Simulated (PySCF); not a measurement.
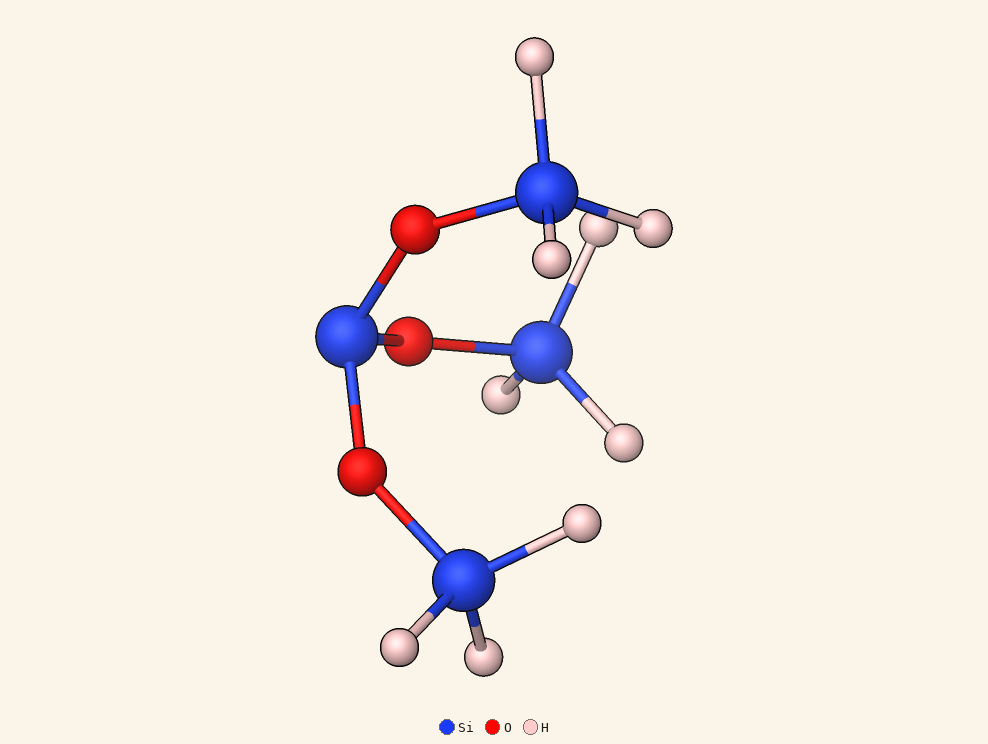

State: neutral, doublet. Computed geometry: GFN2-xTB optimisation. No frequency run is at hand to confirm it as a minimum. Level of theory: UKS B3LYP, pcH-1 on H O Si, non-relativistic (PySCF 2.14.0).

> What is the isotropic g value?

2.00128.

> Estimate the ⟨S²⟩ of the determinant.

0.751.

The geometry is semi-empirical. Around Si such bond lengths and angles can be off by a tenth of an ångström or more and by several degrees, and values that hang on the shape move with them.
